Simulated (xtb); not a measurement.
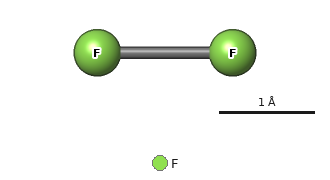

*The structure as given in the input (ball-and-stick view, seen on its broad side).*

Bond lengths as drawn: F–F 1.42 Å.

F2: geometry relaxation

The run: geometry relaxation of F2, SMILES FF. Method and program: GFN-FF (xtb 6.7.1 later snapshot).

The atoms were displaced at random from an optimised geometry.

Input file (mol.xyz):
```
2

F     -0.61243000     0.24430000    -0.26482000
F      0.58439000    -0.31735000     0.26519000
```

File detailed.inp:
```
$chrg 0
$spin 0
$end
```

Command:
```bash
xtb mol.xyz -o normal -I detailed.inp --gfnff > xtb.out
```

What the program printed:
```
* xtb version 6.7.1
   ID    Z sym.   atoms
    1    9 F      1, 2

           -------------------------------------------------
          |                Calculation Setup                |
           -------------------------------------------------

          program call               : xtb mol.xyz -o normal -I detailed.inp --gfnff
          coordinate file            : mol.xyz
          omp threads                :                     1

          ==================== Thresholds ====================
          CN  :   150.00000
          rep :   500.00000
          disp:  2500.00000
          HB1 :   250.00000
          HB2 :   450.00000

          Pauling EN used:
          Z : 9  EN :  3.98
          electric field strengths (au): 0.000

           -------------------------------------------------
          |           Force Field Initialization            |
           -------------------------------------------------

          distances ...
          ----------------------------------------
          generating topology and atomic info file ...
          pair mat ...
          computing topology distances matrix with Floyd-Warshall algo ...
          making topology EEQ charges ...
          #fragments for EEQ constrain: 1
          ----------------------------------------
          generating topology and atomic info file ...
          pair mat ...
          computing topology distances matrix with Floyd-Warshall algo ...
          making topology EEQ charges ...
          #fragments for EEQ constrain: 1
          rings ...
          # BATM   0
          # H in HB   0

  atom   neighbors  erfCN metchar sp-hybrid imet pi  qest     coordinates
    1  F       1    0.94   0.00         0    0    0   0.000   -1.157325    0.461660   -0.500437
    2  F       1    0.94   0.00         0    0    0   0.000    1.104337   -0.599705    0.501136

          #atoms :   2
          #bonds :   1
          #angl  :   0
          #tors  :   0
          #nmol  :   1
          #optfrag :   1
           -------------------------------------------------
          |                   G F N - F F                   |
          |          A general generic force-field          |
          |                  Version 1.0.3                  |
           -------------------------------------------------
          Number of HB bonds (bound hydrogen)     0
          Number of HB bonds (unbound hydrogen)   0
          Number of XB bonds                      0

 E+G (total)                   0 d,  0 h,  0 min,  0.000 sec
 distance/D3 list               ...        0 min,  0.000 sec (  1.907%)
 non bonded repulsion           ...        0 min,  0.000 sec (  4.212%)
 dCN                            ...        0 min,  0.000 sec (  3.536%)
 EEQ energy and q               ...        0 min,  0.000 sec ( 19.087%)
 D3                             ...        0 min,  0.000 sec (  8.359%)
 EEQ gradient                   ...        0 min,  0.000 sec (  4.296%)
 bonds                          ...        0 min,  0.000 sec ( 12.156%)
 bend and torsion               ...        0 min,  0.000 sec (  1.802%)
 bonded ATM                     ...        0 min,  0.000 sec (  1.257%)
 HB/XB (incl list setup)        ...        0 min,  0.000 sec ( 25.550%)

         :::::::::::::::::::::::::::::::::::::::::::::::::::::
         ::                     SUMMARY                     ::
         :::::::::::::::::::::::::::::::::::::::::::::::::::::
         :: total energy              -0.111510394270 Eh    ::
         :: gradient norm              0.001023083283 Eh/a0 ::
         ::.................................................::
         :: bond energy               -0.111913389669 Eh    ::
         :: angle energy               0.000000000000 Eh    ::
         :: torsion energy             0.000000000000 Eh    ::
         :: repulsion energy           0.000489189963 Eh    ::
         :: electrostat energy         0.000000000000 Eh    ::
         :: dispersion energy         -0.000086194565 Eh    ::
         :: HB energy                  0.000000000000 Eh    ::
         :: XB energy                  0.000000000000 Eh    ::
         :: bonded atm energy          0.000000000000 Eh    ::
         :: external energy            0.000000000000 Eh    ::
         :: add. restraining           0.000000000000 Eh    ::
         :: total charge               0.000000000000 e     ::
         :::::::::::::::::::::::::::::::::::::::::::::::::::::

      -----------------------------------------------------------
     |                   =====================                   |
     |                        A N C O P T                        |
     |                   =====================                   |
     |               Approximate Normal Coordinate               |
     |                Rational Function Optimizer                |
      -----------------------------------------------------------

          ...................................................
          :                      SETUP                      :
          :.................................................:
          :   optimization level            normal          :
          :   max. optcycles                   200          :
          :   ANC micro-cycles                  20          :
          :   degrees of freedom                 1          :
          :.................................................:
          :   RF solver                   davidson          :
          :   write xtbopt.log                true          :
          :   linear (good luck)              true          :
          :   energy convergence         0.5000000E-05 Eh   :
          :   grad. convergence          0.1000000E-02 Eh/α :
          :   maximum RF displ.          1.0000000          :
          :   Hlow (freq-cutoff)         0.1000000E-01      :
          :   Hmax (freq-cutoff)         5.0000000          :
          :   S6 in model hess.         20.0000000          :
          ...................................................

generating ANC from exact Hessian ...
Using GFN-FF Lindh-Hessian
 Shifting diagonal of input Hessian by    0.0000000000000000
 Lowest  eigenvalues of input Hessian
    0.000000    0.000000    0.000000    0.000000    0.000000    1.188201
 Highest eigenvalues
    0.000000    0.000000    0.000000    0.000000    0.000000    1.188201

........................................................................
.............................. CYCLE    1 ..............................
........................................................................
     iter. time                 ...        0 min,  0.000 sec
 * total energy  :    -0.1115104 Eh     change        0.0000000E+00 Eh
   gradient norm :     0.0010231 Eh/α   predicted     0.0000000E+00 (   0.00%)
   displ. norm   :     0.0012916 α      lambda       -0.8784450E-06
   maximum displ.:     0.0012916 α      in ANC's #1, #1, #1, ...

........................................................................
.............................. CYCLE    2 ..............................
........................................................................
     iter. time                 ...        0 min,  0.000 sec
 * total energy  :    -0.1115115 Eh     change       -0.1062664E-05 Eh
   gradient norm :     0.0006224 Eh/α   predicted    -0.4404554E-06 ( -58.55%)
   displ. norm   :     0.0020060 α      lambda       -0.8317811E-06
   maximum displ.:     0.0020060 α      in ANC's #1, #1, #1, ...

   *** GEOMETRY OPTIMIZATION CONVERGED AFTER 2 ITERATIONS ***

------------------------------------------------------------------------
 total energy gain   :        -0.0000011 Eh       -0.0007 kcal/mol
 total RMSD          :         0.0009133 a0        0.0005 Å
 total power (kW/mol):        -0.0013950 (step)   -6.3130 (real)
------------------------------------------------------------------------

 ANCopt (total)                0 d,  0 h,  0 min,  0.000 sec
 optimizer setup                ...        0 min,  0.000 sec ( 10.986%)
 model hessian                  ...        0 min,  0.000 sec (  3.387%)
 ANC generation                 ...        0 min,  0.000 sec ( 17.507%)
 coordinate transformation      ...        0 min,  0.000 sec (  2.304%)
 single point calculation       ...        0 min,  0.000 sec ( 22.801%)
 optimization log               ...        0 min,  0.000 sec ( 13.336%)
 hessian update                 ...        0 min,  0.000 sec (  0.819%)
 rational function              ...        0 min,  0.000 sec ( 12.902%)

================
 final structure:
================
2
 xtb: 6.7.1
F           -0.61283608196915        0.24449056828761       -0.26499983281067
F            0.58479608196915       -0.31754056828761        0.26536983281067

 Bond Distances (Angstroems)
 ---------------------------
F1-F2=1.4253         F2-F1=1.4253
 F  F  Rav=1.4253 sigma=0.0000  Rmin=1.4253  Rmax=1.4253     1

 selected bond angles (degree)
 --------------------

 selected dihedral angles (degree)
 ---------------------------------

           -------------------------------------------------
          |                Final Singlepoint                |
           -------------------------------------------------
         :::::::::::::::::::::::::::::::::::::::::::::::::::::
         ::                     SUMMARY                     ::
         :::::::::::::::::::::::::::::::::::::::::::::::::::::
         :: total energy              -0.111511456934 Eh    ::
         :: gradient norm              0.000622375454 Eh/a0 ::
         ::.................................................::
         :: bond energy               -0.111908630410 Eh    ::
         :: angle energy               0.000000000000 Eh    ::
         :: torsion energy             0.000000000000 Eh    ::
         :: repulsion energy           0.000483370431 Eh    ::
         :: electrostat energy         0.000000000000 Eh    ::
         :: dispersion energy         -0.000086196955 Eh    ::
         :: HB energy                  0.000000000000 Eh    ::
         :: XB energy                  0.000000000000 Eh    ::
         :: bonded atm energy          0.000000000000 Eh    ::
         :: external energy            0.000000000000 Eh    ::
         :: add. restraining           0.000000000000 Eh    ::
         :: total charge               0.000000000000 e     ::
         :::::::::::::::::::::::::::::::::::::::::::::::::::::

           -------------------------------------------------
          |                Property Printout                |
           -------------------------------------------------

molecular dipole:
                 x           y           z       tot (Debye)
 q only:        0.000       0.000       0.000       0.000
           -------------------------------------------------
          |                Geometry Summary                 |
           -------------------------------------------------

      molecular mass/u    :       37.9968063
   center of mass at/Å    :       -0.0140200      -0.0365250       0.0001850
  moments of inertia/u·Å² :        0.4771291E-15   0.1929757E+02   0.1929757E+02
rotational constants/cm⁻¹ :        0.3533138E+17   0.8735623E+00   0.8735623E+00

optimized geometry written to: xtbopt.xyz

           -------------------------------------------------
          | TOTAL ENERGY               -0.111511456934 Eh   |
          | GRADIENT NORM               0.000622375454 Eh/α |
           -------------------------------------------------
########################################################################
[WARNING] Runtime exception occurred
-1- gfnff_setup: Could not read topology file.
########################################################################

------------------------------------------------------------------------
------------------------------------------------------------------------
 total:
 *  cpu-time:     0 d,  0 h,  0 min,  0.003 sec
 * ratio c/w:     0.779 speedup
 SCF:
 *  cpu-time:     0 d,  0 h,  0 min,  0.000 sec
 * ratio c/w:     0.998 speedup
 ANC optimizer:
 *  cpu-time:     0 d,  0 h,  0 min,  0.001 sec
 * ratio c/w:     0.955 speedup
```

File xtbopt.xyz:
```
2
 energy: -0.111511456934 gnorm: 0.000622375454 xtb: 6.7.1
F           -0.61283608196915        0.24449056828761       -0.26499983281067
F            0.58479608196915       -0.31754056828761        0.26536983281067
```

Trajectory as extended XYZ (Å, eV, eV/Å), 2 frames, from step=0 to step=1:
```
2
Properties=species:S:1:pos:R:3 step=0 energy=-3.03435
F    -0.6124    0.2443   -0.2648
F     0.5844   -0.3174    0.2652
2
Properties=species:S:1:pos:R:3 step=1 energy=-3.03438
F    -0.6128    0.2445   -0.2650
F     0.5848   -0.3175    0.2654
```

Key numbers:

| quantity | value |
| --- | --- |
| outcome | converged |
| total energy | −0.111511 hartree |
| dispersion energy | −0.000086 hartree |
| dipole moment | 0.00 D |
| hardware | 1 thread of Arm Neoverse V1, 24 GiB of memory available, shared host |
| peak memory | 0.074 GiB |
